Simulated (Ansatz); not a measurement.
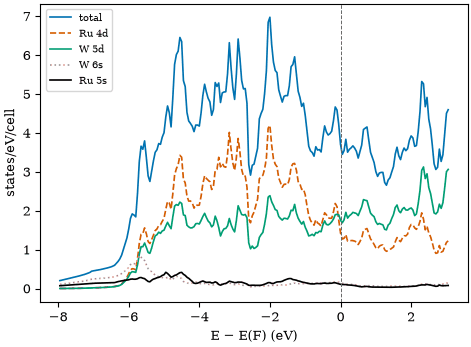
*Total and projected density of states of RuW in space group Cmcm (No. 63; W on 4c, Ru on 4c), the program Ansatz at the PBE level (PAW)*

Problem. Which orbitals carry the states next to the Fermi level?

Solution. Within 0.5 eV of the Fermi level: W 5d 47 %, Ru 4d 41 %, outside the projected shells 6 %. Projections are on Löwdin-orthogonalised atomic valence shells; empty p or d shells of many metals are not among them.

Problem. Where is the tallest occupied peak in this window, and what makes it?

Solution. Near -2.0 eV, about 7.0 states/eV per cell; the largest projected share is Ru 4d.

The start of the workflow was typed in or built on a structure type; neither database checked (COD, Materials Project) lists it. Whether it is the stable phase at ambient conditions was not checked. The cell was relaxed with PBE under the symmetry of its start; whether a distortion lowers the energy is not shown. No spin polarisation was allowed. Its formation energy is positive at this level, so the cell may be metastable or incomplete. Spin–orbit coupling is left out wherever it is not named.

Potentials: the earlier of the program's two PAW sets.
